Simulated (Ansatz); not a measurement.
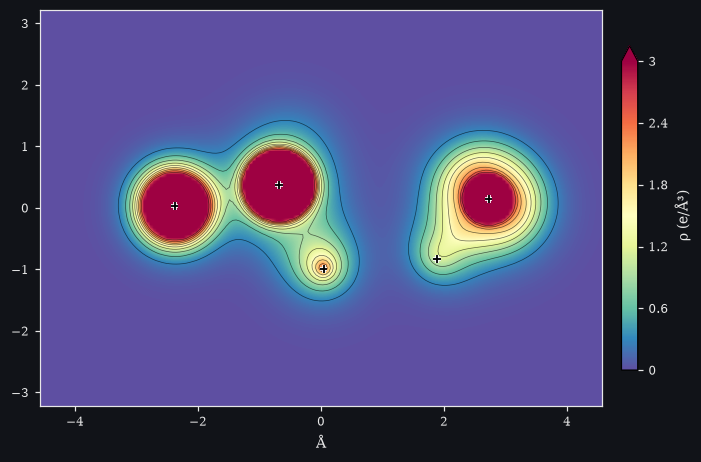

The total electron density on a plane through atoms (crosses mark nuclei in the plane).

These are results of Ansatz, RKS PBE0-D4/def2-SVP, not measurements.

Candidates:
A. Cl2F2Hf···H2
B. F2GeH2···HCl

Q: Which candidate gave the map?

A: Candidate B: F2GeH2···HCl on the plane of atoms F5, Ge1 and H6, which holds Ge, Cl, F and H. H6···H7 (1.87 Å): the density falls to about 0.11 e/Å³ on the way. Ge–F (1.73 Å): the density is about 0.94 e/Å³ at the midpoint.
